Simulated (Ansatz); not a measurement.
The relaxed structure here is a generated cell of ZnO: the first start was made by placing the elements on the sites of a structure type, and the end was not matched to a known phase here, so it may be hypothetical. Known forms of ZnO include space group No. 186.

The end point of a relaxation of ZnO. Space group P4₂/mmc (No. 131). Computed with PBEsol (plane waves to 420 eV, PAW, scalar-relativistic; Ansatz, a quantum-chemistry and plane-wave program).

```cif
data_O2Zn2
_chemical_formula_sum 'Zn2 O2'
_space_group_name_H-M_alt 'P 1'
_space_group_IT_number 1
_cell_length_a 2.97506
_cell_length_b 2.97506
_cell_length_c 5.34328
_cell_angle_alpha 90.000
_cell_angle_beta 90.000
_cell_angle_gamma 90.000
loop_
_space_group_symop_operation_xyz
  'x, y, z'
loop_
_atom_site_label
_atom_site_type_symbol
_atom_site_fract_x
_atom_site_fract_y
_atom_site_fract_z
_atom_site_occupancy
Zn1 Zn 0.00000 0.50000 0.00000 1
Zn2 Zn 0.50000 0.00000 0.50000 1
O1 O 0.00000 0.00000 0.25000 1
O2 O 0.00000 0.00000 0.75000 1
```

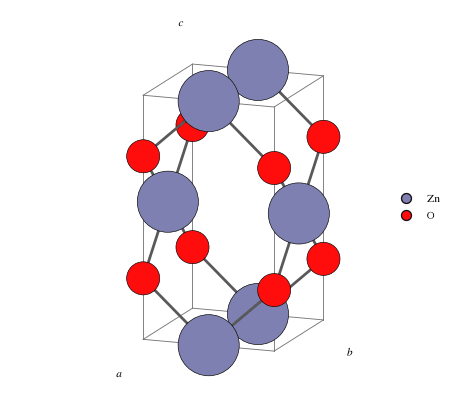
Figure. The conventional cell of the relaxed structure

| Property | Value |
|---|---|
| Volume per atom | 11.82 Å³ |
| Density | 5.72 g/cm³ |
| Band gap | zero (metallic) |
| Shortest distances | O–Zn 2.00 Å; O–O 2.67 Å; Zn–Zn 2.98 Å |
| k-mesh | 11×11×6 |

Band energies at high-symmetry points (eV from the Fermi level; labels of this space group; no spin-orbit coupling), from −5 eV up to 1.7 eV:

```json
[
 {"point": "Γ", "energies": "-4.71 -2.91 -2.91 -2.18 -0.55 -0.52 -0.52"},
 {"point": "X", "energies": "-4.41 -3.88 -2.20 -0.82 -0.55"},
 {"point": "M", "energies": "-4.68 -3.99 -3.99 -3.76 -3.76 0.05 0.95"},
 {"point": "Z", "energies": "-4.42 -4.42 -2.31 -2.31 -1.07 -1.07"},
 {"point": "R", "energies": "-4.69 -4.18 -2.31 -2.20 -0.54"},
 {"point": "A", "energies": "-3.94 -3.94 -3.68 -3.68 -2.20 -2.20"}
]
```

No spin polarisation in the result.

The run could not lower the symmetry of its start; a shaken copy of this end point relaxes with PBEsol to Fdd2 (No. 43), 0.19 eV/atom lower.
